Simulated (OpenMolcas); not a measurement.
**Excited-state calculation, with input and output: C₂H₃Al (part 2 of 2)**

C₂H₃Al, SMILES [CH]1=[CH][AlH]1; MC-PDFT (tOreLYP)/6-31G (OpenMolcas 26.06). The geometry comes from this level: GFN2-xTB.

Geometry of the input (Å):
```
C  -0.6637  -0.5087  -0.3080
C  0.4920  0.1614  -0.7294
Al 0.1949  0.3859  1.1518
H  -1.3163  -1.0854  -0.9665
H  0.8524  0.1707  -1.7596
H  0.4408  0.8760  2.6116
```

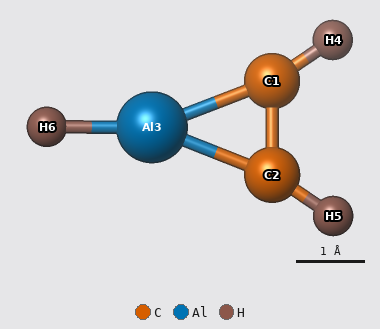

Fig. 1: The structure as given in the input (ball-and-stick view, seen on its broad side; atoms are numbered from 1 in the order of the input). Sticks mark near contacts.

The program's output, continued:
```
         12   -0.4323    2.0000
                 4 C1     2px    (-0.1832)   5 C1     *px    (-0.1059)   6 C1     2py    (-0.1135)   8 C1     2pz    ( 0.2743)
                 9 C1     *pz    ( 0.1490)  13 C2     2px    ( 0.2915)  14 C2     *px    ( 0.1778)  15 C2     2py    ( 0.1608)
                27 AL3    3py    (-0.1213)  29 AL3    2pz    ( 0.1133)  30 AL3    3pz    (-0.3052)  36 H6     1s     (-0.1755)
                37 H6     *s     (-0.2115)
         13   -0.2851    1.4295
                 3 C1     *s     ( 0.4209)   5 C1     *px    ( 0.1351)   6 C1     2py    ( 0.1018)   7 C1     *py    ( 0.1733)
                 8 C1     2pz    ( 0.2916)   9 C1     *pz    ( 0.3319)  12 C2     *s     (-0.4224)  15 C2     2py    (-0.1239)
                17 C2     2pz    (-0.2808)  18 C2     *pz    (-0.3903)  24 AL3    3px    (-0.1805)  27 AL3    3py    (-0.1041)
                32 H4     1s     (-0.1304)  34 H5     1s     ( 0.1303)
         14   -0.3670    1.7954
                 4 C1     2px    (-0.2073)   5 C1     *px    (-0.1594)   6 C1     2py    ( 0.2849)   7 C1     *py    ( 0.2170)
                13 C2     2px    (-0.1583)  14 C2     *px    (-0.1254)  15 C2     2py    ( 0.3136)  16 C2     *py    ( 0.2369)
                27 AL3    3py    ( 0.1297)
         15    0.1203    0.3104
                 4 C1     2px    (-0.2550)   5 C1     *px    (-0.2729)   6 C1     2py    ( 0.3900)   7 C1     *py    ( 0.4397)
                13 C2     2px    ( 0.2383)  14 C2     *px    ( 0.2884)  15 C2     2py    (-0.3991)  16 C2     *py    (-0.4293)
                24 AL3    3px    ( 0.1047)
         16    0.0366    0.4646
                 4 C1     2px    (-0.1034)   5 C1     *px    (-0.1056)   6 C1     2py    ( 0.1449)   7 C1     *py    ( 0.1782)
                14 C2     *px    (-0.1139)  15 C2     2py    ( 0.1559)  16 C2     *py    ( 0.1750)  24 AL3    3px    ( 0.2928)
                25 AL3    *px    ( 0.3433)  26 AL3    2py    ( 0.1423)  27 AL3    3py    (-0.4315)  28 AL3    *py    (-0.5220)
                30 AL3    3pz    ( 0.1189)  31 AL3    *pz    ( 0.1131)
         17    0.1096    0.0000
                 3 C1     *s     (-0.5233)   8 C1     2pz    (-0.1298)   9 C1     *pz    (-0.2623)  12 C2     *s     (-0.5654)
                14 C2     *px    (-0.1399)  16 C2     *py    (-0.1193)  18 C2     *pz    (-0.2232)  20 AL3    2s     (-0.1463)
                22 AL3    *s     ( 1.6038)  28 AL3    *py    (-0.1022)  31 AL3    *pz    (-0.2835)  36 H6     1s     (-0.1480)
                37 H6     *s     (-0.6987)
         18    0.1123    0.0000
                 3 C1     *s     (-0.5466)   8 C1     2pz    (-0.1104)   9 C1     *pz    (-0.3109)  12 C2     *s     ( 0.5006)
                14 C2     *px    ( 0.1647)  18 C2     *pz    ( 0.2377)  24 AL3    3px    (-0.1086)  25 AL3    *px    (-0.8847)
                28 AL3    *py    (-0.5174)  31 AL3    *pz    ( 0.3092)
--

      Von Neumann Entropy (Root   1) =  0.25672

      Mulliken population analysis for root number:  1
      -----------------------------------------------

++    Molecular charges:
      ------------------

      Mulliken charges per centre and basis function type
      ---------------------------------------------------

                C1      C2      AL3     H4      H5      H6
      1s       1.9979  1.9979  1.9998  0.5274  0.5277  0.4661
      2s       0.6785  0.6789  1.9989  0.0000  0.0000  0.0000
      2px      0.6531  0.6548  1.9922  0.0000  0.0000  0.0000
      2pz      0.7319  0.7251  1.9938  0.0000  0.0000  0.0000
      2py      0.5418  0.5462  1.9918  0.0000  0.0000  0.0000
      3s       0.0000  0.0000  0.6647  0.0000  0.0000  0.0000
      3px      0.0000  0.0000  0.2696  0.0000  0.0000  0.0000
      3pz      0.0000  0.0000  0.6133  0.0000  0.0000  0.0000
      3py      0.0000  0.0000  0.2472  0.0000  0.0000  0.0000
      *s       0.7776  0.7786  0.1140  0.2830  0.2829  0.6531
      *px      0.2430  0.2812  0.0724  0.0000  0.0000  0.0000
      *pz      0.5871  0.5200  0.0636  0.0000  0.0000  0.0000
      *py      0.3676  0.3951  0.0820  0.0000  0.0000  0.0000
      Total    6.5785  6.5779 12.1034  0.8105  0.8106  1.1192

      N-E     -0.5785 -0.5779  0.8966  0.1895  0.1894 -0.1192

      Total electronic charge=   28.000000

      Total            charge=   -0.000000
--

      Expectation values of various properties for root number:  1
      -----------------------------------------------------------

++    Molecular properties:
      ---------------------

      Charge (e):
                      =   -0.0000
      Dipole Moment (debye):
      Origin of the operator (angstrom)=    0.0588    0.1149    0.3428
                   X=  1.1867E-01               Y=  6.1123E-01               Z=  1.3477E+00           Total=  1.4846E+00
      Quadrupole Moment (debye*angstrom):
      Origin of the operator (angstrom)=    0.0588    0.1149    0.3428
                  XX= -2.5861E+01              XY= -8.8672E-01              XZ=  7.4282E-01              YY= -2.4718E+01
                  YZ=  6.2400E-01              ZZ= -2.3613E+01
      In traceless form (debye*angstrom)
                  XX= -1.6953E+00              XY= -1.3301E+00              XZ=  1.1142E+00              YY=  1.8781E-02
                  YZ=  9.3600E-01              ZZ=  1.6765E+00
--

      Von Neumann Entropy (Root   2) =  1.31219

      Mulliken population analysis for root number:  2
      -----------------------------------------------

++    Molecular charges:
      ------------------

      Mulliken charges per centre and basis function type
      ---------------------------------------------------

                C1      C2      AL3     H4      H5      H6
      1s       1.9977  1.9977  1.9998  0.4920  0.4922  0.4661
      2s       0.6629  0.6630  1.9989  0.0000  0.0000  0.0000
      2px      0.6732  0.6594  1.9918  0.0000  0.0000  0.0000
      2pz      0.5920  0.6019  1.9938  0.0000  0.0000  0.0000
      2py      0.5801  0.5826  1.9926  0.0000  0.0000  0.0000
      3s       0.0000  0.0000  0.6653  0.0000  0.0000  0.0000
      3px      0.0000  0.0000  0.2790  0.0000  0.0000  0.0000
      3pz      0.0000  0.0000  0.6130  0.0000  0.0000  0.0000
      3py      0.0000  0.0000  0.4516  0.0000  0.0000  0.0000
      *s       0.7164  0.7159  0.1143  0.2752  0.2752  0.6532
      *px      0.2626  0.2890  0.1790  0.0000  0.0000  0.0000
      *pz      0.4414  0.3904  0.0741  0.0000  0.0000  0.0000
      *py      0.3849  0.4070  0.3748  0.0000  0.0000  0.0000
      Total    6.3111  6.3069 12.7280  0.7672  0.7675  1.1193

      N-E     -0.3111 -0.3069  0.2720  0.2328  0.2325 -0.1193

      Total electronic charge=   28.000000

      Total            charge=   -0.000000
--

      Expectation values of various properties for root number:  2
      -----------------------------------------------------------

++    Molecular properties:
      ---------------------

      Charge (e):
                      =   -0.0000
      Dipole Moment (debye):
      Origin of the operator (angstrom)=    0.0588    0.1149    0.3428
                   X= -5.0800E-01               Y= -1.3979E+00               Z= -3.6690E+00           Total=  3.9590E+00
      Quadrupole Moment (debye*angstrom):
      Origin of the operator (angstrom)=    0.0588    0.1149    0.3428
                  XX= -2.7210E+01              XY=  3.7175E+00              XZ= -1.0134E+00              YY= -3.0808E+01
                  YZ=  4.7849E-01              ZZ= -2.6755E+01
      In traceless form (debye*angstrom)
                  XX=  1.5714E+00              XY=  5.5763E+00              XZ= -1.5202E+00              YY= -3.8253E+00
                  YZ=  7.1774E-01              ZZ=  2.2540E+00
--

      Von Neumann Entropy (Root   3) =  1.64785

      Mulliken population analysis for root number:  3
      -----------------------------------------------

++    Molecular charges:
      ------------------

      Mulliken charges per centre and basis function type
      ---------------------------------------------------

                C1      C2      AL3     H4      H5      H6
      1s       1.9977  1.9977  1.9998  0.5026  0.5029  0.4660
      2s       0.6683  0.6686  1.9989  0.0000  0.0000  0.0000
      2px      0.6811  0.6733  1.9918  0.0000  0.0000  0.0000
      2pz      0.6292  0.6337  1.9938  0.0000  0.0000  0.0000
      2py      0.6258  0.6276  1.9920  0.0000  0.0000  0.0000
      3s       0.0000  0.0000  0.6650  0.0000  0.0000  0.0000
      3px      0.0000  0.0000  0.2483  0.0000  0.0000  0.0000
      3pz      0.0000  0.0000  0.6093  0.0000  0.0000  0.0000
      3py      0.0000  0.0000  0.3306  0.0000  0.0000  0.0000
      *s       0.7348  0.7348  0.1143  0.2775  0.2775  0.6531
      *px      0.2632  0.2952  0.1174  0.0000  0.0000  0.0000
      *pz      0.4802  0.4244  0.0684  0.0000  0.0000  0.0000
      *py      0.4093  0.4305  0.2155  0.0000  0.0000  0.0000
      Total    6.4896  6.4857 12.3451  0.7801  0.7804  1.1192

      N-E     -0.4896 -0.4857  0.6549  0.2199  0.2196 -0.1192

      Total electronic charge=   28.000000

      Total            charge=   -0.000000
--

      Expectation values of various properties for root number:  3
      -----------------------------------------------------------

++    Molecular properties:
      ---------------------

      Charge (e):
                      =   -0.0000
      Dipole Moment (debye):
      Origin of the operator (angstrom)=    0.0588    0.1149    0.3428
                   X=  1.2118E-02               Y= -1.9606E-01               Z= -2.9310E-01           Total=  3.5284E-01
      Quadrupole Moment (debye*angstrom):
      Origin of the operator (angstrom)=    0.0588    0.1149    0.3428
                  XX= -2.6750E+01              XY=  1.1751E+00              XZ=  1.0011E-02              YY= -2.7655E+01
                  YZ=  7.1724E-01              ZZ= -2.4928E+01
      In traceless form (debye*angstrom)
                  XX= -4.5870E-01              XY=  1.7626E+00              XZ=  1.5017E-02              YY= -1.8153E+00
                  YZ=  1.0759E+00              ZZ=  2.2740E+00
--

      Average orbitals are written to the RASORB file
      Natural orbitals for root   1 are written to the RASORB.1 file
      Natural orbitals for root   2 are written to the RASORB.2 file
      Natural orbitals for root   3 are written to the RASORB.3 file
      Spin density orbitals for root   1 are written to the SPDORB.1 file
      Spin density orbitals for root   2 are written to the SPDORB.2 file
      Spin density orbitals for root   3 are written to the SPDORB.3 file

--- Stop Module: rasscf /rc=_RC_ALL_IS_WELL_ ---
           step8.SpdOrb.1 step8.SpdOrb.2 step8.SpdOrb.3 xmldump

--- Start Module: mcpdft ---

                                              &MCPDFT

                       available to each process: 1.9 GB of memory, 1 thread

 ###############################################################################
 ###    WARNING: Deprecation warning: KSDF should be replaced                ###
 ###    with FUNC keyword                                                    ###
 ###############################################################################

++    Wave function specifications:
      -----------------------------

      Number of closed shell electrons          24
      Number of electrons in active shells       4
      Max number of holes in RAS1 space          0
      Max nr of electrons in RAS3 space          0
      Number of inactive orbitals               12
      Number of active orbitals                  4
      Number of secondary orbitals              21
      Spin quantum number                      0.0
      State symmetry                             1
      Number of CSFs                            20
      Number of RASSCF root(s) available         3
--

++    Orbital specifications:
      -----------------------

      Symmetry species                           1
                                                 a
      Frozen orbitals                            0
      Inactive orbitals                         12
      Active orbitals                            4
      RAS1 orbitals                              0
      RAS2 orbitals                              4
      RAS3 orbitals                              0
      Secondary orbitals                        21
      Deleted orbitals                           0
      Number of basis functions                 37
--

++    MCPDFT specifications:
      ----------------------

      Cholesky decomposition                     On
      Type of calculation                        MC-PDFT
      On-Top Functional                          T:ORELYP
      Exchange scaling factor                    1.00
      Correlation scaling factor                 1.00
      Wave function energy weight                0.00
--

      Numerical integration parameters
      --------------------------------
      Radial quadrature type:                         MHL
      Size of radial grid:                            99
      Lebedev angular grid:                           41
      Angular grid pruned with the crowding factor:  1.00E+10
                                 and fading factor:  1.00E+01
      Screening threshold for integral computation:   1.00E-11
      Radial quadrature accuracy:                     1.00E-25
      Maximum batch size:                             128
      AO values are stored on disk

++    DFT functional specifications:
      ------------------------------
      Using Libxc version: 6.2.2
      Please cite the following reference:
      S. Lehtola, C. Steigemann, M. J.T. Oliveira, and M. A.L. Marques.,  SoftwareX 7, 1–5 (2018) doi:10.1016/j.softx.2017.11.002

      * Handy & Cohen OPTX 01
        - N. C. Handy and A. J. Cohen.,  Mol. Phys. 99, 403 (2001) doi:10.1080/00268970010018431
      * Takkar and McCarthy reparametrization
--
   File JOBOLD not found -- use JOBIPH.
      The MO-coefficients are taken from the file:
      JOBIPH
 Reference MC-SCF energies taken from JOBIPH

++    MC-PDFT RESULTS, STATE 0001
      ---------------------------

      MCSCF reference energy                                             -319.25880043

      Integrated total density:                                                 28.000
      Integrated alpha density before functional transformation:                14.000
      Integrated  beta density before functional transformation:                14.000
      Integrated alpha density  after functional transformation:                14.632
      Integrated  beta density  after functional transformation:                13.368
      Integrated alpha tau     before functional transformation:                 0.000
      Integrated  beta tau     before functional transformation:                 0.000
      Integrated alpha tau      after functional transformation:                 0.000
      Integrated  beta tau      after functional transformation:                 0.000
      NOTE:
      Densities after transformation are intermediate quantities
      and should not be interpreted as real spin densities

      Exchange energy scaling factor                                          1.000000
      Correlation energy scaling factor                                       1.000000

      Integrated alpha exchange energy                                      -15.072902
      Integrated beta  exchange energy                                      -14.504430
      Integrated  correlation   energy                                       -0.962663

      Nuclear Repulsion energy                                             76.67673829
      CASSCF contribution energy                                         -289.69243544
      On-top energy                                                       -30.53999533

      Total MCPDFT energy for state   1                                  -320.23243077
--

++    MC-PDFT RESULTS, STATE 0002
      ---------------------------

      MCSCF reference energy                                             -319.09020116

      Integrated total density:                                                 28.000
      Integrated alpha density before functional transformation:                14.000
      Integrated  beta density before functional transformation:                14.000
      Integrated alpha density  after functional transformation:                15.173
      Integrated  beta density  after functional transformation:                12.827
      Integrated alpha tau     before functional transformation:                 0.000
      Integrated  beta tau     before functional transformation:                 0.000
      Integrated alpha tau      after functional transformation:                 0.000
      Integrated  beta tau      after functional transformation:                 0.000
      NOTE:
      Densities after transformation are intermediate quantities
      and should not be interpreted as real spin densities

      Exchange energy scaling factor                                          1.000000
      Correlation energy scaling factor                                       1.000000

      Integrated alpha exchange energy                                      -15.195932
      Integrated beta  exchange energy                                      -14.225534
      Integrated  correlation   energy                                       -0.949109

      Nuclear Repulsion energy                                             76.67673829
      CASSCF contribution energy                                         -289.69545496
      On-top energy                                                       -30.37057425

      Total MCPDFT energy for state   2                                  -320.06602921
--

++    MC-PDFT RESULTS, STATE 0003
      ---------------------------

      MCSCF reference energy                                             -319.03622740

      Integrated total density:                                                 28.000
      Integrated alpha density before functional transformation:                14.000
      Integrated  beta density before functional transformation:                14.000
      Integrated alpha density  after functional transformation:                14.787
      Integrated  beta density  after functional transformation:                13.213
      Integrated alpha tau     before functional transformation:                 0.000
      Integrated  beta tau     before functional transformation:                 0.000
      Integrated alpha tau      after functional transformation:                 0.000
      Integrated  beta tau      after functional transformation:                 0.000
      NOTE:
      Densities after transformation are intermediate quantities
      and should not be interpreted as real spin densities

      Exchange energy scaling factor                                          1.000000
      Correlation energy scaling factor                                       1.000000

      Integrated alpha exchange energy                                      -15.080540
      Integrated beta  exchange energy                                      -14.426117
      Integrated  correlation   energy                                       -0.957758

      Nuclear Repulsion energy                                             76.67673829
      CASSCF contribution energy                                         -289.57456648
      On-top energy                                                       -30.46441515

      Total MCPDFT energy for state   3                                  -320.03898163
--

::    MCPDFT root number  1 Total energy:   -320.23243077
::    MCPDFT root number  2 Total energy:   -320.06602921
::    MCPDFT root number  3 Total energy:   -320.03898163

--- Stop Module: mcpdft /rc=_RC_ALL_IS_WELL_ ---
--- Module mcpdft spent 3 seconds ---

.##################.
.# Happy landing! #.
.##################.

    Timing: Wall=5.21 User=4.50 System=0.70
```

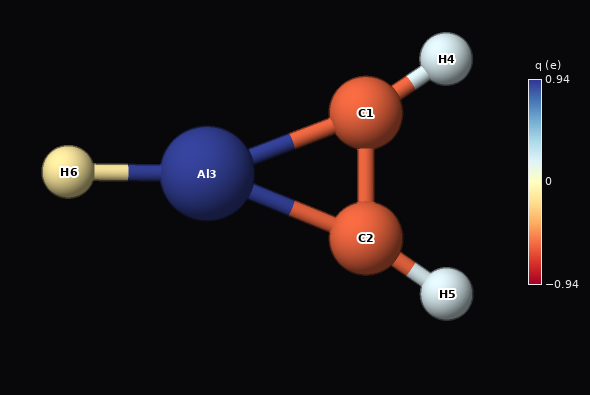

Fig. 2: Mulliken charges, as the colour of each atom (ball-and-stick view, seen on its broad side; atoms are numbered from 1 in the order of the input). By element: C −0.58, Al +0.90 and H −0.12 to +0.19 e.

Key numbers:

| quantity | value |
| --- | --- |
| outcome | converged |
| total energy | −320.232431 hartree |
| basis functions | 37 |
| dipole moment | 1.48 debye |
| hardware | 1 thread of Arm Neoverse V1, 24 GiB of memory available, shared host |
| wall time | 5.7 s |
| peak memory | 0.083 GiB |
